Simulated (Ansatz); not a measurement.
# CH$_{5}$AlB (doublet): what the fields show

```xyz
8

C    -0.6255    0.5240   -0.6221
B    -0.3821    0.9386    0.7415
Al    0.6358   -0.9704    0.2428
H    -1.2797   -0.3092   -0.8894
H    -0.4008    1.1786   -1.4662
H    -0.0003    1.8391    1.4113
H    -0.1571   -2.3384    0.1930
H     2.2097   -0.8624    0.3892
```

Geometry: PBE0-D4/def2-TZVP.

All numbers below come from UKS PBE0-D4/def2-TZVPP (Ansatz 0.2.0).

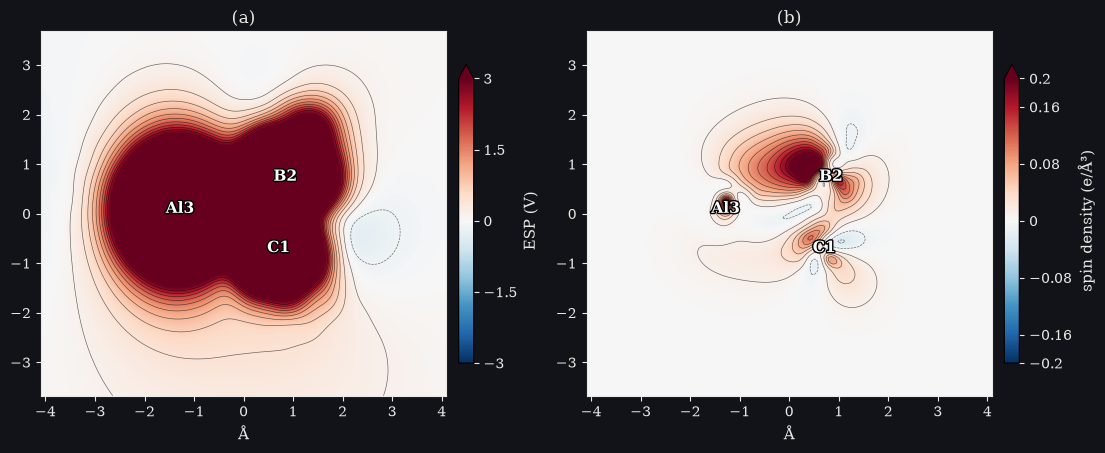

Figure 1. (a) molecular electrostatic potential; (b) spin density on the plane of atoms C1, Al3 and B2.

Q: What does the map show?

A:
- The plane passes through C, B and Al nuclei.
- The unpaired spin (1 electron) lies mostly on B2 (about 0.5), Al3 (about 0.3) and C1 (about 0.1), in electrons by Hirshfeld's partition.
- The potential has no marked negative region in this plane.

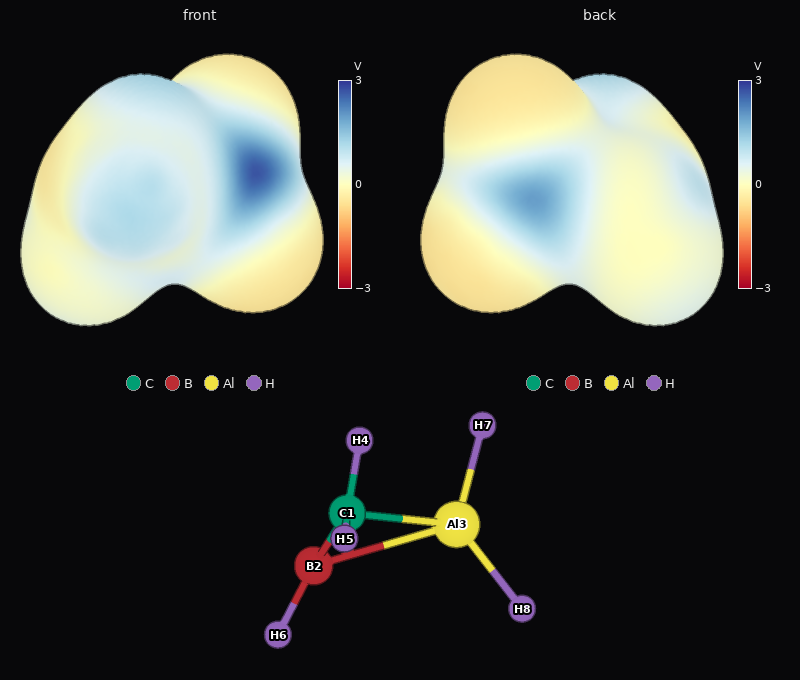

Figure 2. The electrostatic potential painted on the density surface at 0.002 e/bohr³, seen from the front and from behind; the colour scale runs from red (negative) to blue (positive). The bare structure is drawn below in the same view.

Q: Describe the electrostatic potential map.

A: The most negative region (about −0.5 V) lies over H7 and H8, the most positive (about +2.5 V) over Al3.

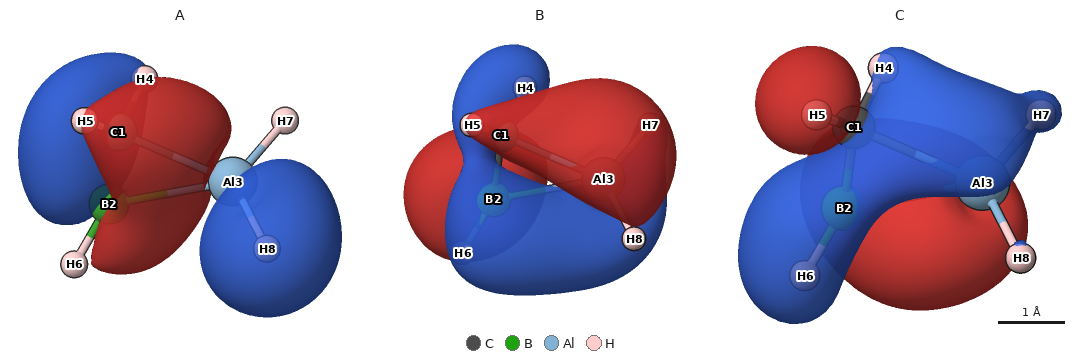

Figure 3. Three frontier orbitals at ±0.08 Å⁻³ᐟ² (blue and red are the two phases), in no order.

Q: Which picture is the HOMO−1, the HOMO and the LUMO? All are α orbitals.

A: A is the HOMO−1 (α) (−8.15 eV). It lies mainly on C1 (about 35 %), H8 (about 20 %), Al3 (about 20 %) and B2 (about 20 %). C is the HOMO (α) (−6.22 eV). By Hirshfeld shares it lies mainly on B2 (about 45 %), Al3 (about 25 %), C1 (about 15 %) and H6 (about 5 %). B is the LUMO (α) (−1.77 eV). Its weight (Hirshfeld) is mainly on B2 (about 40 %), Al3 (about 30 %) and C1 (about 10 %).

Q: What is the gap between the highest occupied and lowest empty α orbitals?

A: 4.45 eV between the orbital energies.
